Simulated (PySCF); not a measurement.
**FCI/STO-3G run of SiH2SF (SMILES F[SiH]S)**

Aim: the vertical doublet–quartet gap of SiH2SF at FCI/STO-3G, from 2 runs. 

The results are computed with PySCF 2.14.0.

5 further runs of the same task are left out: 1 that didn't finish, 4 set aside as unsound or not needed.

## (1) The structure to begin with

The species is SiH2SF (5 atoms), meant as a doublet with charge 0. As SMILES, `F[SiH]S`. The coordinates come from a PBE0-D4/def2-TZVP relaxation. This is one conformer, not always the lowest.

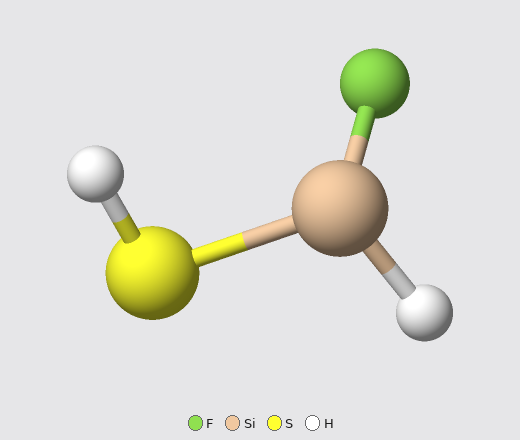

Viewed from a chosen angle; fluorine green, silicon light orange, sulfur yellow, hydrogen white.

## (2) A single-point energy at FCI/STO-3G

Contents of run.py:

```python
from pyscf import gto, mcscf

mol = gto.M(
    atom='''
F     -1.242300    -0.527200     1.134200
Si    -0.629400    -0.168000    -0.303300
S      1.400700     0.438500    -0.191800
H     -0.621800    -1.416500    -1.115500
H      1.142700     1.599500     0.435000
''',
    basis='sto-3g',
    max_memory=1860,
    spin=1,
    verbose=3,
)

mf = mol.ROHF()
mf.conv_tol = 1e-10
mf.kernel()
if not mf.converged:
    mf = mf.newton().run(mf.mo_coeff, mf.mo_occ)

cas = mcscf.CASCI(mf, mf.mo_coeff.shape[-1] - 11, (mol.nelec[0] - 11, mol.nelec[1] - 11))  # full CI above the frozen core
cas.fix_spin_(ss=0.75)
cas.kernel()
etot = cas.e_tot
print('E(%s) = %.9f' % ('FCI', etot))
```

Launch:

```bash
$ OMP_NUM_THREADS=1 python run.py
```

Standard output:

```text
converged SCF energy = -777.960509707496
CASCI E = -778.056014461101  E(CI) = -68.8175201161790  S^2 = 0.7500000
E(FCI) = -778.056014461
```

It took 84 s on 1 thread of Arm Neoverse V1, shared host; peak memory 0.56 GiB.

## (3) The quartet at the same level

Contents of input.xyz:

```xyz
5
FH2SSi
F     -1.242300    -0.527200     1.134200
Si    -0.629400    -0.168000    -0.303300
S      1.400700     0.438500    -0.191800
H     -0.621800    -1.416500    -1.115500
H      1.142700     1.599500     0.435000
```

Contents of job.py:

```python
from pyscf import gto, mcscf

molecule = gto.M(
    atom='input.xyz',
    max_memory=1860,
    spin=3,
    verbose=3,
    basis='sto-3g',
    charge=0,
)

mf = molecule.ROHF()
mf.conv_tol = 1e-10
mf.kernel()
if not mf.converged:
    mf = mf.newton().run(mf.mo_coeff, mf.mo_occ)

cas = mcscf.CASCI(mf, mf.mo_coeff.shape[-1] - 11, (molecule.nelec[0] - 11, molecule.nelec[1] - 11))  # full CI above the frozen core
cas.fix_spin_(ss=3.75)
cas.kernel()
etot = cas.e_tot
print('Final energy', etot)
```

Launch:

```bash
$ OMP_NUM_THREADS=1 python job.py
```

Standard output:

```text
converged SCF energy = -777.659063105861
CASCI E = -777.739112278511  E(CI) = -68.5042665152265  S^2 = 3.7500000
Final energy -777.7391122785106
```

Run time: 83 s. Hardware: 1 thread of Arm Neoverse V1, shared host; peak memory 0.36 GiB.

## (4) Outcome

Level: FCI/STO-3G, 11 core orbitals frozen.

```
                                             quantity          value
                                doublet: total energy  -778.05601 Eh
        doublet: dipole moment (Hartree–Fock density)         1.63 D
doublet: correlation energy (11 core orbitals frozen)      -95.5 mEh
                                quartet: total energy  -777.73911 Eh
        quartet: dipole moment (Hartree–Fock density)         3.95 D
quartet: correlation energy (11 core orbitals frozen)      -80.0 mEh
     vertical energy of the quartet above the doublet       8.623 eV
```

**Reading.** At this shape the quartet lies 8.62 eV (199 kcal/mol) above the doublet. In a minimal basis such a difference can be off by several eV, whatever the method.
